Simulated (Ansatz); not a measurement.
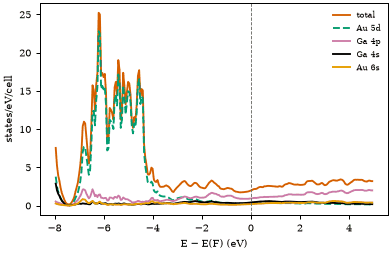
Fig. 1. Total and projected density of states of GaAu in space group Pnma (No. 62; Ga on 4c, Au on 4c), the program Ansatz at the r²SCAN level (PAW)

Q: Which orbitals carry the states next to the Fermi level?

A: Within 0.5 eV of the Fermi level: Ga 4p 48 %, Ga 4s 21 %, Au 5d 15 %, Au 6s 10 %, outside the projected shells 6 %. Projections are on Löwdin-orthogonalised atomic valence shells; empty p or d shells of many metals are not among them.

Q: Where is the tallest occupied peak in this window, and what makes it?

A: Near -6.2 eV, about 25 states/eV per cell; the largest projected share is Au 5d.

The first step of the workflow began from a Materials Project structure, measured or hypothetical; the Crystallography Open Database files this formula in space group No. 62, but the cells were not matched. Whether it is the stable phase at ambient conditions was not checked. The r²SCAN relaxation kept the symmetry of its start; its stability against distortions is not shown here. Spin–orbit coupling is left out wherever it is not named.

Potentials: the later of the program's two PAW sets.
